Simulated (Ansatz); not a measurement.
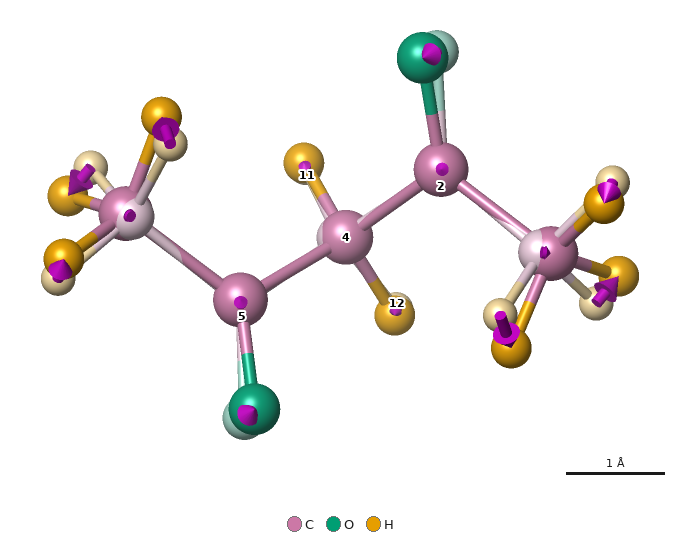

A relaxation of C5H8O2 (coarse preliminary run). The starting structure is drawn faded, the final one solid; purple arrows show the displacements, at their true length. The two geometries are superimposed by the best rigid fit.

A ball-and-stick model, seen face on.

The start comes from a force field.

Computed with RKS PBE-D4/def2-SVP in Ansatz. (force threshold 0.03 eV/Å; at most 200 steps)

Question: Which element moves most?

Answer: Hydrogen: up to 0.55 Å, against 0.30 Å for oxygen.

Question: What did the optimiser do to the structure, and how much energy did it gain?

Answer: An H atom moves most after the best rigid fit: 0.55 Å. Largest moves by element: H 0.55 Å, O 0.30 Å, C 0.10 Å. Near-neighbour distances that change, for instance: C–C 1.464 → 1.538 Å, C–H 1.039 → 1.111 Å, C–H 1.172 → 1.105 Å, C–C 1.465 → 1.511 Å. Bond angles that change, for instance: H–C–H 104.3° → 111.4°, C–C–H 104.8° → 111.2°, C–C–C 112.1° → 106.4°. Over 9 geometry steps the energy falls by 0.520 eV. The largest force component goes from 3.6 to 0.014 eV/Å. The run took 19 s on 4 threads of Arm Neoverse V1, on a shared host.
